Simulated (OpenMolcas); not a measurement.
# M06-2X/cc-pVTZ (RICD fitting) run of C2HClF4 (1,1,1,2-tetrafluorochloroethane)

What is the vertical singlet–triplet gap of C2HClF4 (1,1,1,2-tetrafluorochloroethane) at M06-2X/cc-pVTZ (RICD fitting)? 

The results are computed with OpenMolcas 26.06.

### Step 1. The molecule

C2HClF4 has 8 atoms, charge 0, and is taken as a singlet. SMILES: `FC(Cl)C(F)(F)F`. The coordinates come from a GFN2-xTB relaxation.

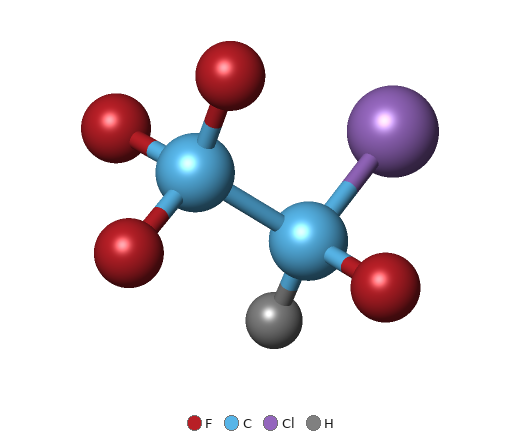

The structure, seen from a chosen angle (fluorine red, carbon blue, chlorine purple, hydrogen grey).

### Step 2. A single-point energy at M06-2X/cc-pVTZ (RICD fitting)

Contents of job.inp:

```
&GATEWAY
  BasLib
  $CurrDir
  Coord
  8
  angstrom
  F       -1.003260      -1.028440       1.043270
  C       -0.035700      -0.765540       0.140610
  Cl       1.554140      -1.176970       0.817380
  C       -0.062960       0.734550      -0.212650
  F        0.867250       1.012270      -1.128180
  F        0.149790       1.516600       0.837040
  F       -1.244310       1.072050      -0.738090
  H       -0.224950      -1.364510      -0.759370
  Basis
  cc-pVTZ
  Group
  NoSym
  RICD

&SEWARD
  GridInput
  Grid=SG1Grid
  End of Grid

&SCF
  KSDFT
  M062X
  PrOrbitals
  0
```

The basis set cc-pVTZ is read from a file made from the Basis Set Exchange's data (not shown).

Command:

```bash
export MOLCAS_MEM=1860
pymolcas job.inp > job.log
```

Standard output:

```text
--- Start Module: gateway ---
[...]
--- Stop Module: gateway /rc=_RC_ALL_IS_WELL_ ---
--- Start Module: seward ---
[...]
      Basis functions          228
--- Stop Module: seward /rc=_RC_ALL_IS_WELL_ ---
[...]
--- Start Module: scf ---
[...]
       Convergence after  12 Iterations
[...]
::    Total KS-DFT energy                            -936.4258606728
[...]
      Total spin, S                                     0.0000000000
[...]
      Total electronic charge=   66.000000
      Total            charge=   -0.000000
[...]
      Dipole Moment (debye):
      Origin of the operator (angstrom)=    0.2174    0.0439    0.2002
                   X= -9.6101E-03               Y= -1.1659E+00               Z= -9.6116E-01           Total=  1.5110E+00
      Quadrupole Moment (debye*angstrom):
[...]
--- Stop Module: scf /rc=_RC_ALL_IS_WELL_ ---
[...]
```

Wall time 62 s (1 thread of Arm Neoverse V1, shared host); peak memory 0.32 GiB.

### Step 3. The triplet at the same level

Contents of job.inp:

```
* C2HClF4 Kohn-Sham DFT
&GATEWAY
BasLib = $CurrDir
Coord
8
angstrom
F       -1.003260      -1.028440       1.043270
C       -0.035700      -0.765540       0.140610
Cl       1.554140      -1.176970       0.817380
C       -0.062960       0.734550      -0.212650
F        0.867250       1.012270      -1.128180
F        0.149790       1.516600       0.837040
F       -1.244310       1.072050      -0.738090
H       -0.224950      -1.364510      -0.759370
Basis = cc-pVTZ
Group = NoSym
RICD
&SEWARD
GridInput
Grid=SG1Grid
End of Grid
&SCF
UHF
Spin = 3
KSDFT = M062X
PrOrbitals = 0
```

The basis set cc-pVTZ is read from a file made from the Basis Set Exchange's data (not shown).

Command:

```bash
export MOLCAS_MEM=1860
pymolcas job.inp > job.log
```

Standard output:

```text
--- Start Module: gateway ---
[...]
--- Stop Module: gateway /rc=_RC_ALL_IS_WELL_ ---
--- Start Module: seward ---
[...]
      Basis functions          228
--- Stop Module: seward /rc=_RC_ALL_IS_WELL_ ---
[...]
--- Start Module: scf ---
[...]
       Convergence after  27 Iterations
[...]
::    Total KS-DFT energy                            -936.1658559198
[...]
      Total spin, S                                     1.0016288451
[...]
      Total electronic charge=   66.000000
      Total            charge=   -0.000000
[...]
      Dipole Moment (debye):
      Origin of the operator (angstrom)=    0.2174    0.0439    0.2002
                   X=  1.0145E+00               Y= -1.5714E+00               Z= -5.0359E-01           Total=  1.9370E+00
      Quadrupole Moment (debye*angstrom):
[...]
--- Stop Module: scf /rc=_RC_ALL_IS_WELL_ ---
[...]
```

Run time: 4 min. Hardware: 1 thread of Arm Neoverse V1, shared host; peak memory 0.33 GiB.

### Step 4. Results

At M06-2X/cc-pVTZ (RICD fitting):

| quantity | value |
| --- | --- |
| singlet: total energy | -936.42586 Eh |
| singlet: dipole moment | 1.51 D |
| singlet: HOMO energy | -10.99 eV |
| singlet: LUMO energy | 0.98 eV |
| singlet: HOMO–LUMO gap | 11.97 eV |
| triplet: total energy | -936.16586 Eh |
| triplet: dipole moment | 1.94 D |
| triplet: HOMO energy (highest over α and β) | -4.07 eV |
| triplet: ⟨S²⟩ | 2.005 |
| vertical energy of the triplet above the singlet | 7.075 eV |

In words: This program's gradients are faulty for this kind of reference, so any forces in the log (triplet) can't be trusted; the energy can. At this shape the triplet lies 7.08 eV (683 kJ/mol) above the singlet. Mulliken charges (singlet) run from -0.17 on F1 to +0.47 on C4; they depend strongly on the basis. Mulliken charges (triplet) run from -0.19 on F1 to +0.45 on C4.
